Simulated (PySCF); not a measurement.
```xyz
18

C     3.177   -0.086    0.239
Si    1.622    0.400   -0.665
O     0.333   -0.139    0.244
C    -1.022   -0.119   -0.162
C    -1.642    1.236    0.136
C    -1.734   -1.253    0.548
H     4.067    0.247   -0.317
H     3.231   -1.178    0.361
H     3.202    0.376    1.238
H     1.571    1.887   -0.853
H     1.561   -0.225   -2.028
H    -1.080   -0.301   -1.256
H    -1.587    1.445    1.216
H    -2.699    1.264   -0.172
H    -1.112    2.041   -0.395
H    -1.675   -1.109    1.638
H    -1.260   -2.215    0.305
H    -2.794   -1.301    0.257
```

Where will the first 8 clear peaks of this molecule's radial distribution curve from gas electron diffraction lie, and which pairs make them?

Peak 1, 1.10 Å: C–H 1.10–1.11 Å (×10)
Peak 2, 1.51 Å: O–C 1.42 Å, Si–H 1.50 Å (×2), C–C 1.52 Å (×2), not resolved
Peak 3, 1.64 Å: Si–O 1.67 Å
Peak 4, 1.85 Å: Si–C 1.86 Å
Peak 5, 2.46 Å: O···C 2.37–2.41 Å (×2), Si···H 2.47–2.48 Å (×3), C···C 2.52 Å, not resolved; in its flanks C···H 2.14–2.17 Å
Peak 6, 2.74 Å: O···H 2.62–2.69 Å (×5), Si···C 2.74 Å, C···H 2.77–2.79 Å (×6), O···C 2.84 Å, not resolved
Peak 7, 3.44 Å: C···H 3.19–3.48 Å (×5), Si···H 3.20 Å, O···H 3.34–3.37 Å (×2), Si···C 3.46 Å, not resolved
Peak 8, 3.94 Å: Si···H 3.86–4.01 Å (×2), Si···C 3.93 Å, C···C 4.22 Å, not resolved; in its flanks Si···H 4.30–4.43 Å, C···H 4.31–4.52 Å

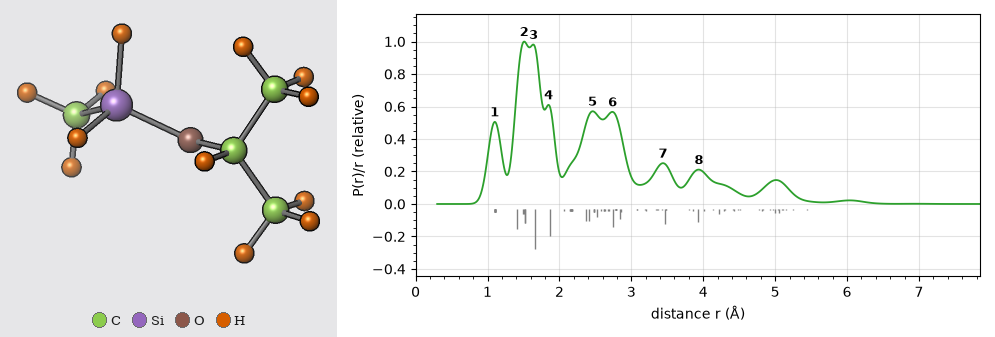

Simulated gas electron diffraction: radial distribution curve of C₄H₁₂OSi. Each pair of atoms contributes with weight ZᵢZⱼ/r (bars below the curve); damping constant 0.0015 Å²; vibrational amplitudes assumed, not computed: 0.05 Å for bonds, 0.078 Å for bonds to H, 0.06 + 0.015 r up to 0.15 Å for other pairs. The geometry is the end point of an optimisation (PySCF 2.14.0, density-fitted response routines, PBE0-D3(BJ)/def2-SVP geometry optimisation, gas phase); it may be a saddle point or a higher isomer.
